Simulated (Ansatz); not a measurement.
CH$_{5}$GeS (SMILES [CH3][GeH2][S]) (doublet)

```yaml
atoms:
  - { symbol: C, position_ang: [-0.5809, 0.8222, -0.3678] }
  - { symbol: Ge, position_ang: [0.4109, -0.7626, 0.1797] }
  - { symbol: S, position_ang: [1.7009, -0.3544, 1.9349] }
  - { symbol: H, position_ang: [0.1132, 1.6324, -0.5913] }
  - { symbol: H, position_ang: [-1.2482, 1.1402, 0.4336] }
  - { symbol: H, position_ang: [-1.1759, 0.6035, -1.2565] }
  - { symbol: H, position_ang: [1.4090, -1.2100, -0.9074] }
  - { symbol: H, position_ang: [-0.5369, -1.9283, 0.5191] }
```

Geometry: PBE0-D4/def2-TZVP.

Level of theory: UKS PBE0-D4/def2-TZVPP (Ansatz 0.2.0).

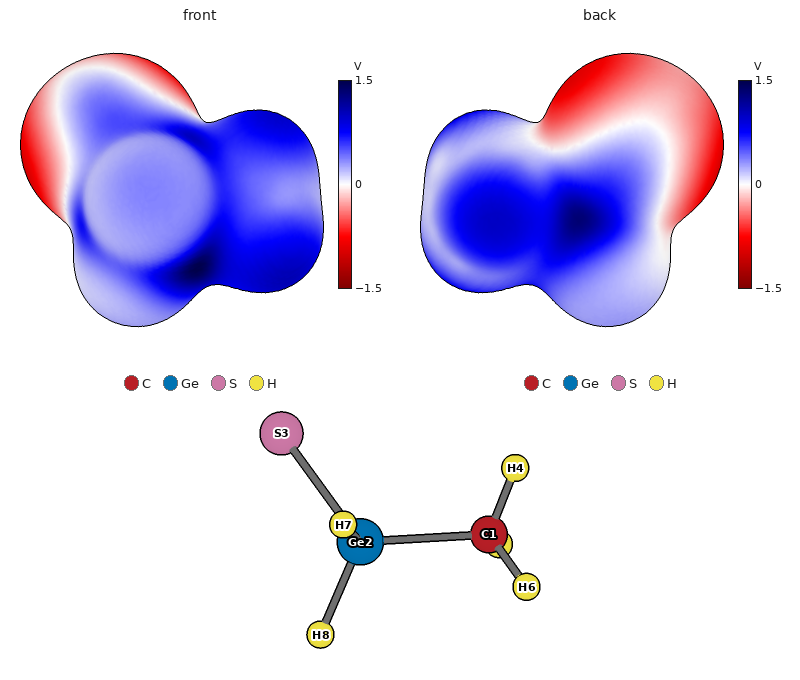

Figure 1. The electrostatic potential painted on the density surface at 0.002 e/bohr³, seen from the front and from behind; the colour scale runs from red (negative) to blue (positive). The bare structure is drawn below in the same view.

### Which sites attract a positive test charge, and which a negative one?

A positive charge is drawn to the negative regions and a negative charge to the positive ones. The most negative region (about −0.9 V) lies over S3, the most positive (about +1.4 V) over Ge2.

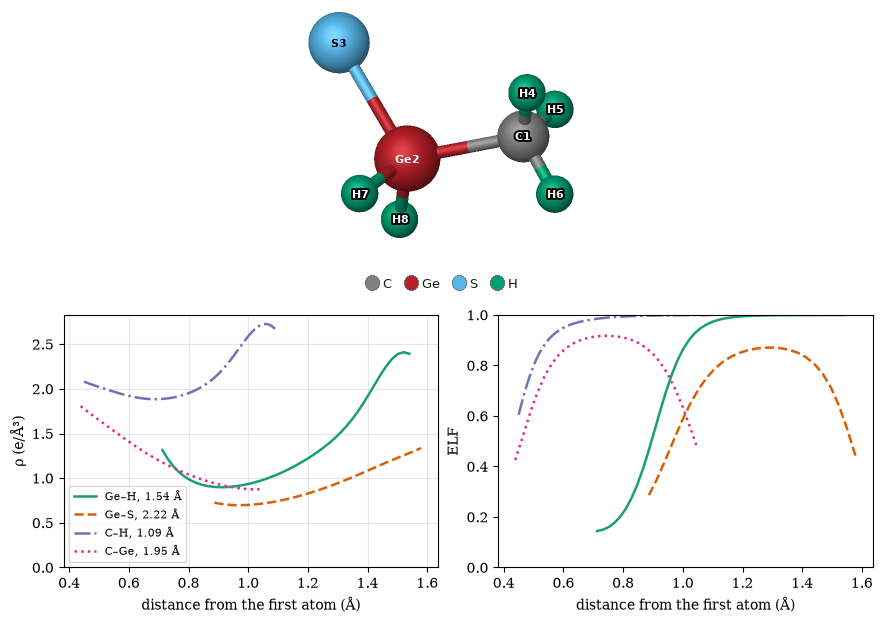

Figure 2. Electron density and electron localisation function along straight lines between neighbouring atoms. The curves leave out the atomic cores. The structure is drawn too.

### Compare the contacts.

Ge–H (1.54 Å): the density is about 1.1 e/Å³ at the midpoint; the ELF climbs to about 1 towards the hydrogen.
Ge–S (2.22 Å): ρ is about 0.75 e/Å³ halfway; the ELF peaks at about 0.85 in the valence shell of S, 0.9 Å from its nucleus, and is about 0.80 at the midpoint.
C–H (1.09 Å): ρ is about 2 e/Å³ halfway; the ELF climbs to about 1 towards the hydrogen: a covalent bond by its length.
C–Ge (1.95 Å): the density is about 0.89 e/Å³ at the midpoint; the ELF peaks at about 0.90 between the atoms, as expected for a covalent bond.

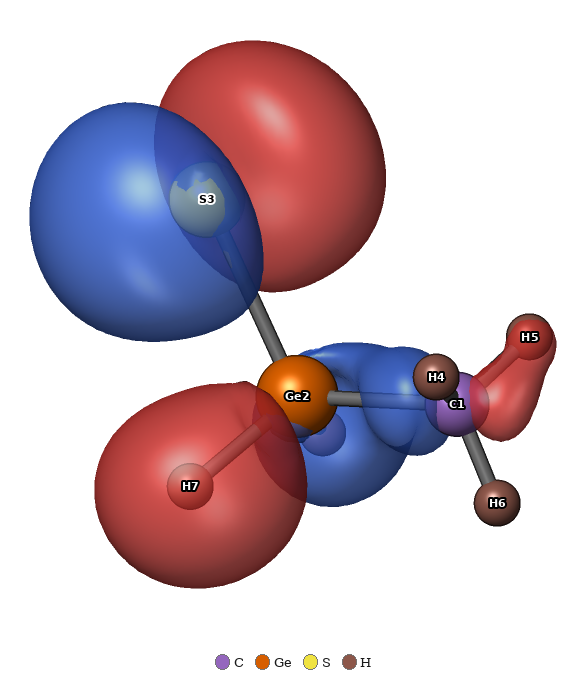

Figure 3. The HOMO−1 (α) at ±0.08 Å⁻³ᐟ² (blue and red are the two phases), seen at a tilt.

### Where does this orbital lie, and at what energy?

By Hirshfeld shares it lies mainly on S3 (about 70 %), Ge2 (about 15 %) and H7 (about 10 %); largely a lone pair of S3. Its energy is −8.45 eV.
